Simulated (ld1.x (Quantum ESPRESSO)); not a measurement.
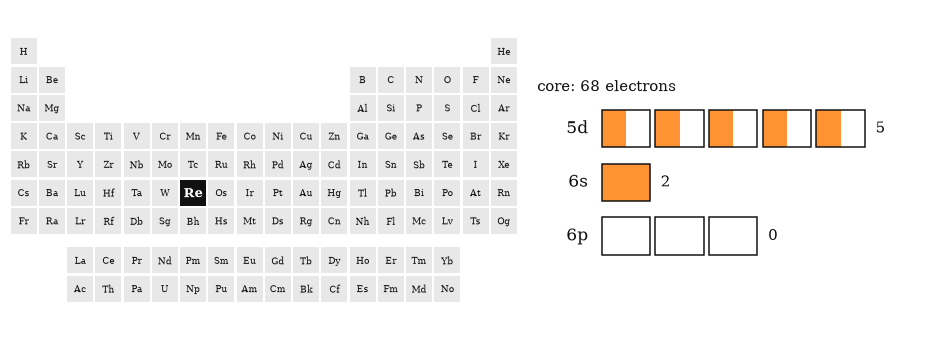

Figure 1. Left, the place of rhenium in the periodic table; right, the valence shells of the reference configuration: a box for each of the 2l + 1 orbitals, shaded by the share of the shell that is filled, with the electron count at the right.

Re: pseudopotential generation (part 1 of 2)

Rhenium (Re, Z = 75), core [Xe] 4f14, reference valence 5d5 6s2 6p0, valence charge 7. Computed at this level: RRKJ potential, PBEsol, scalar-relativistic, made with ld1.x (Quantum ESPRESSO) 7.5.

Log:
```
     Program LD1 v.7.5
     --------------------------- All-electron run ----------------------------

     Re
     scalar relativistic calculation

     atomic number is 75.00
     dft =PBESOL   lsd =0 sic =0 latt =0  beta=0.20 tr2=1.0E-14
     Exchange-correlation= PBESOL
                           (   1   4  10   8   0   0   0)
     mesh =1275 r(mesh) = 100.23444 a.u. xmin = -7.00 dx = 0.01250
     1 Ry =  13.60569312 eV, c = 137.03599908

     n l     nl                  e(Ry)          e(Ha)          e(eV)
     1 0     1S 1( 2.00)     -5265.5459     -2632.7729    -71641.4012
     2 0     2S 1( 2.00)      -912.9627      -456.4814    -12421.4910
     2 1     2P 1( 6.00)      -796.7506      -398.3753    -10840.3439
     3 0     3S 1( 2.00)      -211.3515      -105.6757     -2875.5831
     3 1     3P 1( 6.00)      -177.0919       -88.5460     -2409.4580
     4 0     4S 1( 2.00)       -44.0818       -22.0409      -599.7640
     4 1     4P 1( 6.00)       -32.8450       -16.4225      -446.8787
     3 2     3D 1(10.00)      -138.2590       -69.1295     -1881.1096
     5 0     5S 1( 2.00)        -6.2688        -3.1344       -85.2917
     5 1     5P 1( 6.00)        -3.4567        -1.7284       -47.0313
     4 2     4D 1(10.00)       -18.7546        -9.3773      -255.1689
     4 3     4F 1(14.00)        -3.1123        -1.5562       -42.3453
     5 2     5D 1( 5.00)        -0.3968        -0.1984        -5.3984
     6 0     6S 1( 2.00)        -0.4395        -0.2198        -5.9804
     6 1     6P 1( 0.00)        -0.0945        -0.0473        -1.2860

     final scf error:  6.8E-15 reached in  26 iterations

     Etot =  -33374.768986 Ry,  -16687.384493 Ha, -454086.864870 eV

     Ekin =   36886.628512 Ry,   18443.314256 Ha,  501868.147879 eV
     Encl =  -82633.710760 Ry,  -41316.855380 Ha,-1124288.910215 eV
     Eh   =   13023.373564 Ry,    6511.686782 Ha,  177192.024134 eV
     Exc  =    -651.060302 Ry,    -325.530151 Ha,   -8858.126668 eV

     normalization and overlap integrals

     s(1S/1S) =  1.000000  <r> =   0.0180  <r2> =    0.0004  r(max) =   0.0112
     s(2S/2S) =  1.000000  <r> =   0.0762  <r2> =    0.0069  r(max) =   0.0644
     s(2P/2P) =  1.000000  <r> =   0.0684  <r2> =    0.0057  r(max) =   0.0527
     s(3S/3S) =  1.000000  <r> =   0.1975  <r2> =    0.0446  r(max) =   0.1818
     s(3P/3P) =  1.000000  <r> =   0.1979  <r2> =    0.0454  r(max) =   0.1795
     s(4S/4S) =  1.000000  <r> =   0.4406  <r2> =    0.2192  r(max) =   0.4148
     s(4P/4P) =  1.000000  <r> =   0.4687  <r2> =    0.2499  r(max) =   0.4306
     s(3D/3D) =  1.000000  <r> =   0.1793  <r2> =    0.0377  r(max) =   0.1470
     s(5S/5S) =  1.000000  <r> =   1.0353  <r2> =    1.2042  r(max) =   0.9347
     s(5P/5P) =  1.000000  <r> =   1.2079  <r2> =    1.6547  r(max) =   1.0592
     s(4D/4D) =  1.000000  <r> =   0.5001  <r2> =    0.2897  r(max) =   0.4415
     s(4F/4F) =  1.000000  <r> =   0.5806  <r2> =    0.4194  r(max) =   0.4148
     s(5D/5D) =  1.000000  <r> =   1.9310  <r2> =    4.5384  r(max) =   1.4298
     s(6S/6S) =  1.000000  <r> =   3.0571  <r2> =   10.6852  r(max) =   2.5728
     s(6P/6P) =  1.000000  <r> =   4.7027  <r2> =   26.2056  r(max) =   3.6057

     ------------------------ End of All-electron run ------------------------

     --------------------- Generating NC pseudopotential ---------------------

      Generating local pot.: lloc=1, matching radius rcloc =   2.8000

      Computing core charge for nlcc:

       r > 1.11 : true rho core
       r < 1.11 : rho core = a sin(br)/r    a=  18.06  b=   2.22

      Integrated core pseudo-charge :  14.30

      Wfc   6S  rcut= 2.299  Estimated cut-off energy=        8.02 Ry
      Using 4 Bessel functions for this wfc, rho(0) = 0.010
      This function has    0 nodes for 0 < r <    2.299

      Wfc   5D  rcut= 2.671  Estimated cut-off energy=       33.07 Ry
      This function has    0 nodes for 0 < r <    2.671

     ------------------- End of pseudopotential generation -------------------

     --------------------------- All-electron run ----------------------------

     Re
     scalar relativistic calculation

     atomic number is 75.00
     dft =PBESOL   lsd =0 sic =0 latt =0  beta=0.20 tr2=1.0E-14
     Exchange-correlation= PBESOL
                           (   1   4  10   8   0   0   0)
     mesh =1275 r(mesh) = 100.23444 a.u. xmin = -7.00 dx = 0.01250
     1 Ry =  13.60569312 eV, c = 137.03599908

     n l     nl                  e(Ry)          e(Ha)          e(eV)
     1 0     1S 1( 2.00)     -5265.5459     -2632.7729    -71641.4012
     2 0     2S 1( 2.00)      -912.9627      -456.4814    -12421.4910
     2 1     2P 1( 6.00)      -796.7506      -398.3753    -10840.3439
     3 0     3S 1( 2.00)      -211.3515      -105.6757     -2875.5831
     3 1     3P 1( 6.00)      -177.0919       -88.5460     -2409.4580
     4 0     4S 1( 2.00)       -44.0818       -22.0409      -599.7640
     4 1     4P 1( 6.00)       -32.8450       -16.4225      -446.8787
     3 2     3D 1(10.00)      -138.2590       -69.1295     -1881.1096
     5 0     5S 1( 2.00)        -6.2688        -3.1344       -85.2917
     5 1     5P 1( 6.00)        -3.4567        -1.7284       -47.0313
     4 2     4D 1(10.00)       -18.7546        -9.3773      -255.1689
     4 3     4F 1(14.00)        -3.1123        -1.5562       -42.3453
     5 2     5D 1( 5.00)        -0.3968        -0.1984        -5.3984
     6 0     6S 1( 2.00)        -0.4395        -0.2198        -5.9804
     6 1     6P 1( 0.00)        -0.0945        -0.0473        -1.2860

     final scf error:  6.8E-15 reached in  26 iterations

     Etot =  -33374.768986 Ry,  -16687.384493 Ha, -454086.864870 eV

     Ekin =   36886.628512 Ry,   18443.314256 Ha,  501868.147879 eV
     Encl =  -82633.710760 Ry,  -41316.855380 Ha,-1124288.910215 eV
     Eh   =   13023.373564 Ry,    6511.686782 Ha,  177192.024134 eV
     Exc  =    -651.060302 Ry,    -325.530151 Ha,   -8858.126668 eV

     normalization and overlap integrals

     s(1S/1S) =  1.000000  <r> =   0.0180  <r2> =    0.0004  r(max) =   0.0112
     s(2S/2S) =  1.000000  <r> =   0.0762  <r2> =    0.0069  r(max) =   0.0644
     s(2P/2P) =  1.000000  <r> =   0.0684  <r2> =    0.0057  r(max) =   0.0527
     s(3S/3S) =  1.000000  <r> =   0.1975  <r2> =    0.0446  r(max) =   0.1818
     s(3P/3P) =  1.000000  <r> =   0.1979  <r2> =    0.0454  r(max) =   0.1795
     s(4S/4S) =  1.000000  <r> =   0.4406  <r2> =    0.2192  r(max) =   0.4148
     s(4P/4P) =  1.000000  <r> =   0.4687  <r2> =    0.2499  r(max) =   0.4306
     s(3D/3D) =  1.000000  <r> =   0.1793  <r2> =    0.0377  r(max) =   0.1470
     s(5S/5S) =  1.000000  <r> =   1.0353  <r2> =    1.2042  r(max) =   0.9347
     s(5P/5P) =  1.000000  <r> =   1.2079  <r2> =    1.6547  r(max) =   1.0592
     s(4D/4D) =  1.000000  <r> =   0.5001  <r2> =    0.2897  r(max) =   0.4415
     s(4F/4F) =  1.000000  <r> =   0.5806  <r2> =    0.4194  r(max) =   0.4148
     s(5D/5D) =  1.000000  <r> =   1.9310  <r2> =    4.5384  r(max) =   1.4298
     s(6S/6S) =  1.000000  <r> =   3.0571  <r2> =   10.6852  r(max) =   2.5728
     s(6P/6P) =  1.000000  <r> =   4.7027  <r2> =   26.2056  r(max) =   3.6057

     ------------------------ End of All-electron run ------------------------

     Computing logarithmic derivative in   3.04585
     Computing logarithmic derivative in   3.04585
     Computing the partial wave expansion
     R is outside the sphere for l=    0 j= 0.00
       no projector for channel:   1
     R is outside the sphere for l=    2 j= 0.00

     ---------------------- Testing the pseudopotential ----------------------

     Re
     scalar relativistic calculation

     atomic number is 75.00   valence charge is  7.00
     dft =PBESOL   lsd =0 sic =0 latt =0  beta=0.20 tr2=1.0E-14
     mesh =1275 r(mesh) = 100.23444 xmin = -7.00 dx = 0.01250

     n l     nl             e AE (Ry)        e PS (Ry)    De AE-PS (Ry)
     3 2     5D   1( 5.00)       -0.39678       -0.39678        0.00000
     1 0     6S   1( 2.00)       -0.43955       -0.43955        0.00000
     2 1     6P   1( 0.00)       -0.09452       -0.09452        0.00000

     eps = 5.6E-16  iter =  3

     Etot =  -33374.768986 Ry,  -16687.384493 Ha, -454086.864870 eV
     Etotps =   -45.295004 Ry,     -22.647502 Ha,    -616.269919 eV

     Ekin =      16.995214 Ry,       8.497607 Ha,     231.231663 eV
     Encl =     -35.041920 Ry,     -17.520960 Ha,    -476.769608 eV
     Ehrt =      19.634753 Ry,       9.817377 Ha,     267.144426 eV
     Ecxc =     -30.184328 Ry,     -15.092164 Ha,    -410.678704 eV
     (Ecc =     -23.587944 Ry,     -11.793972 Ha,    -320.930329 eV)
     Epseu=     -16.698723 Ry,      -8.349361 Ha,    -227.197697 eV

     ---------------------- End of pseudopotential test ----------------------
```

Output of the test run (extracts):
```
     ---------------------- Testing the pseudopotential ----------------------

     Re
     scalar relativistic calculation

     atomic number is 75.00   valence charge is  7.00
     dft =PBESOL   lsd =0 sic =0 latt =0  beta=0.20 tr2=1.0E-14
     mesh =1275 r(mesh) = 100.23444 xmin = -7.00 dx = 0.01250

     n l     nl             e AE (Ry)        e PS (Ry)    De AE-PS (Ry)
     3 2     5D   1( 5.00)       -0.39678       -0.39678        0.00000
     1 0     6S   1( 2.00)       -0.43955       -0.43955        0.00000
     2 1     6P   1( 0.00)       -0.09452       -0.09452        0.00000

     eps = 6.9E-15  iter = 12

     Etot =  -33374.768986 Ry,  -16687.384493 Ha, -454086.864870 eV
     Etotps =   -45.295004 Ry,     -22.647502 Ha,    -616.269921 eV

     Ekin =      16.995214 Ry,       8.497607 Ha,     231.231663 eV
     Encl =     -35.041920 Ry,     -17.520960 Ha,    -476.769613 eV
     Ehrt =      19.634754 Ry,       9.817377 Ha,     267.144431 eV
     Ecxc =     -30.184328 Ry,     -15.092164 Ha,    -410.678705 eV
     (Ecc =     -23.587944 Ry,     -11.793972 Ha,    -320.930329 eV)
     Epseu=     -16.698723 Ry,      -8.349361 Ha,    -227.197697 eV

     ---------------------- End of pseudopotential test ----------------------

     ---------------------- Testing the pseudopotential ----------------------

     Re
     scalar relativistic calculation

     atomic number is 75.00   valence charge is  7.00
     dft =PBESOL   lsd =0 sic =0 latt =0  beta=0.20 tr2=1.0E-14
     mesh =1275 r(mesh) = 100.23444 xmin = -7.00 dx = 0.01250

     n l     nl             e AE (Ry)        e PS (Ry)    De AE-PS (Ry)
     3 2     5D   1( 5.00)       -0.95461       -0.95545        0.00084
     1 0     6S   1( 1.00)       -0.93554       -0.93683        0.00129
     2 1     6P   1( 0.00)       -0.50957       -0.51053        0.00096

     eps = 2.8E-16  iter = 12

     Etot =  -33374.086003 Ry,  -16687.043002 Ha, -454077.572420 eV
     Etotps =   -44.611311 Ry,     -22.305656 Ha,    -606.967809 eV
     dEtot_ae =       0.682982 Ry
     dEtot_ps =       0.683693 Ry,   Delta E=      -0.000710 Ry

     Ekin =      17.443520 Ry,       8.721760 Ha,     237.331179 eV
     Encl =     -30.952196 Ry,     -15.476098 Ha,    -421.126074 eV
     Ehrt =      15.958020 Ry,       7.979010 Ha,     217.119926 eV
     Ecxc =     -29.806244 Ry,     -14.903122 Ha,    -405.534608 eV
     (Ecc =     -23.587944 Ry,     -11.793972 Ha,    -320.930329 eV)
     Epseu=     -17.254412 Ry,      -8.627206 Ha,    -234.758233 eV

     ---------------------- End of pseudopotential test ----------------------

     ---------------------- Testing the pseudopotential ----------------------

     Re
     scalar relativistic calculation

     atomic number is 75.00   valence charge is  7.00
     dft =PBESOL   lsd =0 sic =0 latt =0  beta=0.20 tr2=1.0E-14
     mesh =1275 r(mesh) = 100.23444 xmin = -7.00 dx = 0.01250

     n l     nl             e AE (Ry)        e PS (Ry)    De AE-PS (Ry)
     3 2     5D   1( 5.00)       -1.57624       -1.58364        0.00740  !
     1 0     6S   1( 0.00)       -1.47335       -1.48073        0.00738  !
     2 1     6P   1( 0.00)       -0.97572       -0.98159        0.00586  !

     eps = 1.8E-16  iter =  9

     Etot =  -33372.884760 Ry,  -16686.442380 Ha, -454061.228673 eV
     Etotps =   -43.406030 Ry,     -21.703015 Ha,    -590.569127 eV
     dEtot_ae =       1.884226 Ry
     dEtot_ps =       1.888973 Ry,   Delta E=      -0.004748 Ry

     Ekin =      17.868979 Ry,       8.934489 Ha,     243.119841 eV
     Encl =     -26.457953 Ry,     -13.228977 Ha,    -359.978790 eV
     Ehrt =      12.404265 Ry,       6.202132 Ha,     168.768620 eV
     Ecxc =     -29.379970 Ry,     -14.689985 Ha,    -399.734855 eV
     (Ecc =     -23.587944 Ry,     -11.793972 Ha,    -320.930329 eV)
     Epseu=     -17.841351 Ry,      -8.920675 Ha,    -242.743944 eV

     ---------------------- End of pseudopotential test ----------------------

     ---------------------- Testing the pseudopotential ----------------------

     Re
     scalar relativistic calculation

     atomic number is 75.00   valence charge is  7.00
     dft =PBESOL   lsd =0 sic =0 latt =0  beta=0.20 tr2=1.0E-14
     mesh =1275 r(mesh) = 100.23444 xmin = -7.00 dx = 0.01250

     n l     nl             e AE (Ry)        e PS (Ry)    De AE-PS (Ry)
     3 2     5D   1( 4.00)       -2.43189       -2.45745        0.02556  !
     1 0     6S   1( 0.00)       -2.15626       -2.18367        0.02741  !
     2 1     6P   1( 0.00)       -1.56594       -1.58356        0.01762  !

     eps = 8.6E-15  iter = 10

     Etot =  -33370.888725 Ry,  -16685.444363 Ha, -454034.071240 eV
     Etotps =   -41.393143 Ry,     -20.696572 Ha,    -563.182403 eV
     dEtot_ae =       3.880260 Ry
     dEtot_ps =       3.901861 Ry,   Delta E=      -0.021600 Ry

     Ekin =      15.422402 Ry,       7.711201 Ha,     209.832463 eV
     Encl =     -21.342372 Ry,     -10.671186 Ha,    -290.377770 eV
     Ehrt =       8.327693 Ry,       4.163846 Ha,     113.304033 eV
     Ecxc =     -28.404451 Ry,     -14.202226 Ha,    -386.462250 eV
     (Ecc =     -23.587944 Ry,     -11.793972 Ha,    -320.930329 eV)
     Epseu=     -15.396414 Ry,      -7.698207 Ha,    -209.478879 eV

     ---------------------- End of pseudopotential test ----------------------

     ---------------------- Testing the pseudopotential ----------------------

     Re
     scalar relativistic calculation

     atomic number is 75.00   valence charge is  7.00
     dft =PBESOL   lsd =0 sic =0 latt =0  beta=0.20 tr2=1.0E-14
     mesh =1275 r(mesh) = 100.23444 xmin = -7.00 dx = 0.01250

     n l     nl             e AE (Ry)        e PS (Ry)    De AE-PS (Ry)
     3 2     5D   1( 3.00)       -3.37127       -3.41010        0.03883  !
     1 0     6S   1( 0.00)       -2.90013       -2.97103        0.07090  !
     2 1     6P   1( 0.00)       -2.22166       -2.26327        0.04161  !

     eps = 2.6E-15  iter = 14

     Etot =  -33367.994096 Ry,  -16683.997048 Ha, -453994.687798 eV
     Etotps =   -38.464956 Ry,     -19.232478 Ha,    -523.342381 eV
     dEtot_ae =       6.774890 Ry
     dEtot_ps =       6.830048 Ry,   Delta E=      -0.055158 Ry

     Ekin =      12.320203 Ry,       6.160101 Ha,     167.624901 eV
     Encl =     -16.084052 Ry,      -8.042026 Ha,    -218.834669 eV
     Ehrt =       4.862053 Ry,       2.431026 Ha,      66.151597 eV
     Ecxc =     -27.300646 Ry,     -13.650323 Ha,    -371.444213 eV
     (Ecc =     -23.587944 Ry,     -11.793972 Ha,    -320.930329 eV)
     Epseu=     -12.262514 Ry,      -6.131257 Ha,    -166.839996 eV

     ---------------------- End of pseudopotential test ----------------------

     ---------------------- Testing the pseudopotential ----------------------

     Re
     scalar relativistic calculation

     atomic number is 75.00   valence charge is  7.00
     dft =PBESOL   lsd =0 sic =0 latt =0  beta=0.20 tr2=1.0E-14
     mesh =1275 r(mesh) = 100.23444 xmin = -7.00 dx = 0.01250

     n l     nl             e AE (Ry)        e PS (Ry)    De AE-PS (Ry)
     3 2     5D   1( 6.00)       -0.82544       -0.81903       -0.00642  !
     1 0     6S   1( 0.00)       -0.86437       -0.86572        0.00135
     2 1     6P   1( 0.00)       -0.46475       -0.46777        0.00302

     eps = 5.5E-15  iter =  9

     Etot =  -33374.075631 Ry,  -16687.037815 Ha, -454077.431293 eV
     Etotps =   -44.596687 Ry,     -22.298343 Ha,    -606.768832 eV
     dEtot_ae =       0.693355 Ry
     dEtot_ps =       0.698317 Ry,   Delta E=      -0.004962 Ry

     Ekin =      19.542007 Ry,       9.771003 Ha,     265.882548 eV
     Encl =     -31.277647 Ry,     -15.638823 Ha,    -425.554060 eV
     Ehrt =      16.752905 Ry,       8.376453 Ha,     227.934887 eV
     Ecxc =     -30.171573 Ry,     -15.085787 Ha,    -410.505170 eV
     (Ecc =     -23.587944 Ry,     -11.793972 Ha,    -320.930329 eV)
     Epseu=     -19.442379 Ry,      -9.721189 Ha,    -264.527036 eV

     ---------------------- End of pseudopotential test ----------------------

     ---------------------- Testing the pseudopotential ----------------------

     Re
     scalar relativistic calculation

     atomic number is 75.00   valence charge is  7.00
     dft =PBESOL   lsd =0 sic =0 latt =0  beta=0.20 tr2=1.0E-14
     mesh =1275 r(mesh) = 100.23444 xmin = -7.00 dx = 0.01250

     n l     nl             e AE (Ry)        e PS (Ry)    De AE-PS (Ry)
     3 2     5D   1( 5.50)       -0.34423       -0.34149       -0.00274
     1 0     6S   1( 1.50)       -0.41484       -0.41531        0.00048
     2 1     6P   1( 0.00)       -0.08428       -0.08518        0.00090

     eps = 4.1E-15  iter = 17

     Etot =  -33374.740675 Ry,  -16687.370337 Ha, -454086.479679 eV
     Etotps =   -45.265747 Ry,     -22.632873 Ha,    -615.871861 eV
     dEtot_ae =       0.028311 Ry
     dEtot_ps =       0.029257 Ry,   Delta E=      -0.000946 Ry

     Ekin =      17.968959 Ry,       8.984479 Ha,     244.480138 eV
     Encl =     -35.164603 Ry,     -17.582302 Ha,    -478.438798 eV
     Ehrt =      19.966790 Ry,       9.983395 Ha,     271.662016 eV
     Ecxc =     -30.332746 Ry,     -15.166373 Ha,    -412.698032 eV
     (Ecc =     -23.587944 Ry,     -11.793972 Ha,    -320.930329 eV)
     Epseu=     -17.704147 Ry,      -8.852073 Ha,    -240.877186 eV

     ---------------------- End of pseudopotential test ----------------------

     ---------------------- Testing the pseudopotential ----------------------

     Re
     scalar relativistic calculation

     atomic number is 75.00   valence charge is  7.00
     dft =PBESOL   lsd =0 sic =0 latt =0  beta=0.20 tr2=1.0E-14
     mesh =1275 r(mesh) = 100.23444 xmin = -7.00 dx = 0.01250

     n l     nl             e AE (Ry)        e PS (Ry)    De AE-PS (Ry)
     3 2     5D   1( 5.00)       -0.60801       -0.61279        0.00478
     1 0     6S   1( 0.00)       -0.59114       -0.59248        0.00134
     2 1     6P   1( 2.00)       -0.20536       -0.20508       -0.00028

     eps = 5.9E-16  iter = 17

     Etot =  -33374.036738 Ry,  -16687.018369 Ha, -454076.902138 eV
     Etotps =   -44.561237 Ry,     -22.280618 Ha,    -606.286516 eV
     dEtot_ae =       0.732247 Ry
     dEtot_ps =       0.733767 Ry,   Delta E=      -0.001519 Ry

     Ekin =      17.775212 Ry,       8.887606 Ha,     241.844086 eV
     Encl =     -33.533308 Ry,     -16.766654 Ha,    -456.243900 eV
     Ehrt =      18.205362 Ry,       9.102681 Ha,     247.696573 eV
     Ecxc =     -29.924205 Ry,     -14.962103 Ha,    -407.139556 eV
     (Ecc =     -23.587944 Ry,     -11.793972 Ha,    -320.930329 eV)
     Epseu=     -17.084298 Ry,      -8.542149 Ha,    -232.443720 eV

     ---------------------- End of pseudopotential test ----------------------
```

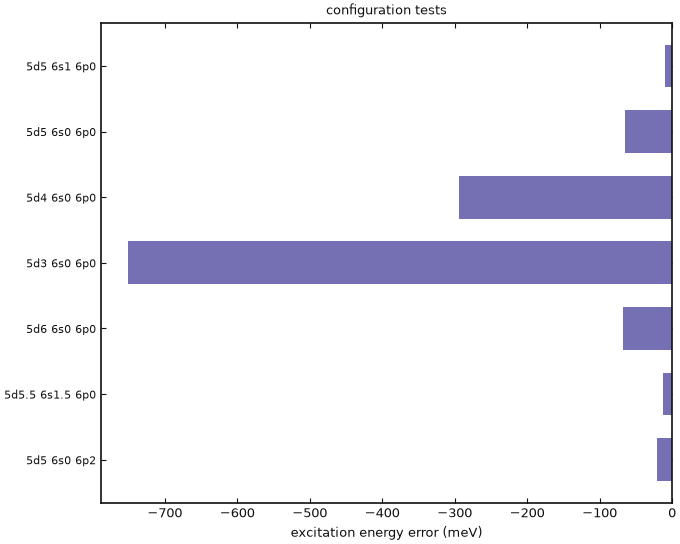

Figure 2. Errors, all-electron minus pseudo, of the energies of valence configurations relative to the unpolarised reference 5d5 6s2 6p0.

- Worst configuration: 5d3 6s0 6p0 (charge +4): the error is -750 meV on an all-electron energy of +92.18 eV relative to the reference, or 0.81 %.
- Configurations within 10 meV and within 50 meV: 1 and 3 of 7.

(Continued in part 2.) Outcome of the run: generated.
